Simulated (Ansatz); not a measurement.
**Single-point calculation, with input and output: BNH4SeO**

System: BNH4SeO.
Method: RKS SPW92 (LDA)/def2-TZVPP (Ansatz 0.2.0).

The geometry comes from this level: PBE0-D4/def2-TZVP.

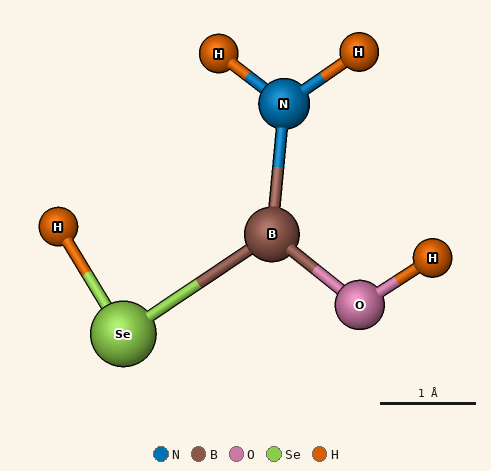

Figure 1. The structure as given in the input (ball-and-stick view, seen at a tilt). Bond lengths as drawn: B–N 1.40 Å, B–O 1.37 Å, B–Se 1.97 Å, H–N 1.00 to 1.01 Å, H–O 0.96 Å and H–Se 1.47 Å.

Input file:
```yaml
crystal:
  periodic: [false, false, false]
  atoms:
    - {symbol: N, position_ang: [-0.409509, 0.897716, 0.044725]}
    - {symbol: B, position_ang: [0.358981, -0.275079, -0.032935]}
    - {symbol: O, position_ang: [1.723570, -0.293516, -0.099006]}
    - {symbol: Se, position_ang: [-0.454654, -2.074353, -0.056574]}
    - {symbol: H, position_ang: [-0.009537, 1.820335, 0.057322]}
    - {symbol: H, position_ang: [-1.411241, 0.893308, 0.092859]}
    - {symbol: H, position_ang: [2.134850, 0.573193, -0.088257]}
    - {symbol: H, position_ang: [-1.840260, -1.598605, 0.026066]}
basis:
  gaussian: {orbitals: def2-TZVPP}
hamiltonian: {xc: lda}
output: {orbitals: {seedname: orbitals}}
```

Command:
```bash
ansatz run in.yaml --threads 2 --pin off --events-out ev --progress --plain --max-ram 4352MiB
```

What the program printed:
```
Functional definition: SPW92
  name "SPW92"
  cite "Dirac, Proc. Camb. Phil. Soc. 26, 376 (1930) doi:10.1017/S0305004100016108"
  cite "Slater, Phys. Rev. 81, 385 (1951) doi:10.1103/PhysRev.81.385"
  cite "Perdew & Wang, Phys. Rev. B 45, 13244 (1992) doi:10.1103/PhysRevB.45.13244"
  exchange = slater_x
  correlation = pw_c
1098 factors; their error is unknown
mean field evaluation 1: about -69491.1986 eV, gradient 8.9e1 eV
mean field evaluation 2: about -69398.2141 eV, gradient 1.9e2 eV
mean field evaluation 4: about -69504.4483 eV, gradient 2.1e1 eV
mean field evaluation 8: about -69505.4301 eV, gradient 4.5e-1 eV
mean field evaluation 16: about -69505.4007 eV, gradient 5.4e-5 eV
mean field -69505.40073652 eV, -2554.2763646143 hartree, gradient 5.2e-5 eV, S^2 0.000000; 0 other end points of the search recorded, 0 dependent functions left out
reference -69505.40077067 eV, -2554.2763658694 hartree; 29, 29 occupied and 168, 168 virtual orbitals, 1098 factors
Total energy: -69505.40077067 eV, -2554.2763658694 hartree
```

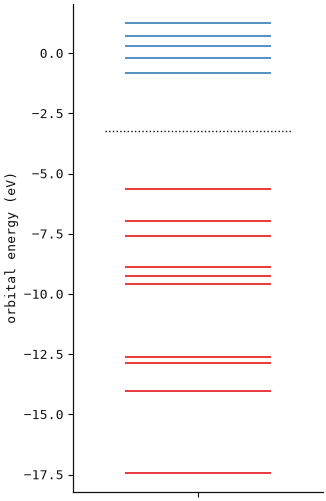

Figure 2. Orbital energies near the frontier; the dotted line parts filled from empty levels, and levels within 0.02 eV of each other stand side by side. Highest filled −5.64 eV, lowest empty −0.84 eV, 4.80 eV apart.

Summary:

| quantity | value |
| --- | --- |
| outcome | converged |
| total energy | −69505.4008 eV |
| SCF solution under orbital rotations | stable |
| HOMO | −5.64 eV |
| LUMO | −0.84 eV |
| hardware | 2 threads of INTEL XEON PLATINUM @ 2.30GHz, 23 GiB of memory available, shared host |
| wall time | 0.85 s (CPU time 1.5 s) |
| peak memory | 0.23 GiB |
